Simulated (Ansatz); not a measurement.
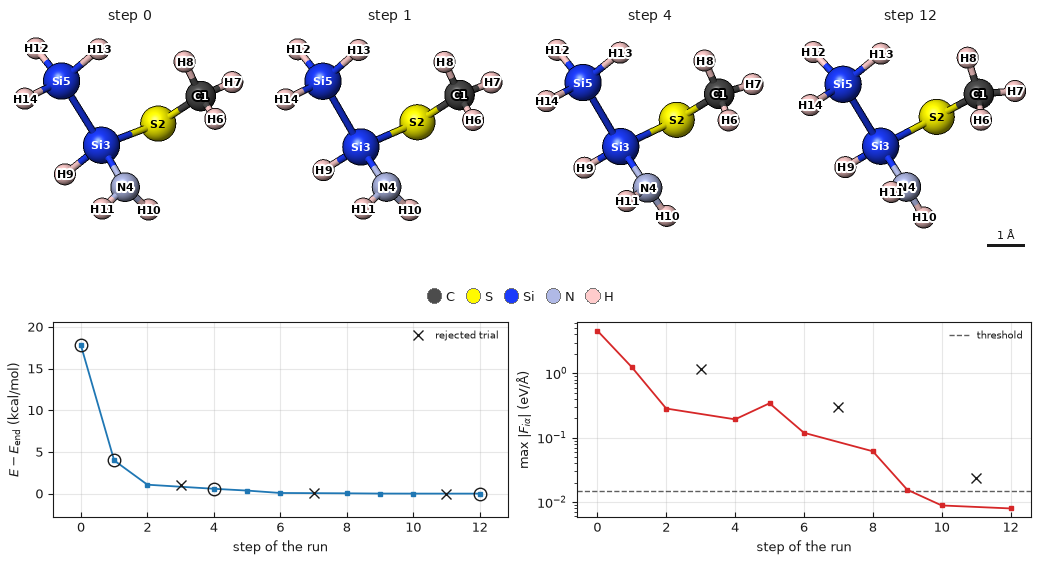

Frames of a relaxation of CH₉NSSi₂, marked on the history of the run. The picture is a ball-and-stick view, seen at a tilt.

The run prepares an end point of a later path (inversion) calculation, from a guessed geometry.

Method: Ansatz 0.2.0, RKS PBE0-D4/def2-SVP. Set-up: no spin polarisation; force threshold 0.015 eV/Å; at most 40 steps.

### What happens along the run?

The largest move after the best rigid fit is that of H11, 0.65 Å. By element the largest moves are H 0.65 Å, S 0.25 Å, Si 0.23 Å, N 0.12 Å, C 0.08 Å. Some distances before and after: C1–S2 1.747 → 1.824 Å, Si3–N4 1.658 → 1.731 Å, N4–H11 0.947 → 1.013 Å, Si5–H14 1.443 → 1.499 Å. Bond angles that change, for instance: Si3–N4–H10 106.8° → 120.7°, N4–Si3–H9 103.4° → 116.5°, N4–Si3–Si5 115.3° → 106.9°. Groups turn about C1–S2 by about 20°. After 9 accepted moves (12 points after the start) the energy has fallen by 17.8 kcal/mol. Largest force component: 4.6 eV/Å at the start, 0.008 eV/Å at the end. The line search rejected the trial steps at points 3, 7, 11 of the run. The forces were under the threshold at step 10, but the run went on from there. From step 0 to 1: H9 moves most (0.20 Å), energy −13.8 kcal/mol. From step 1 to 4: H11 moves most (0.29 Å), energy −3.40 kcal/mol. From step 4 to 12: H11 moves most (0.29 Å), energy −0.58 kcal/mol.

```csv
step,"E − E(0), kcal/mol","largest force component, eV/Å",note
0,0.00,4.5908,
1,-13.79,1.2467,
2,-16.70,0.2836,
3,-16.69,1.1633,rejected
4,-17.19,0.1926,
5,-17.40,0.3419,
6,-17.69,0.1191,
7,-17.69,0.2960,rejected
8,-17.73,0.0615,
9,-17.76,0.0155,
10,-17.77,0.0089,
11,-17.76,0.0234,rejected
12,-17.77,0.0080,
```
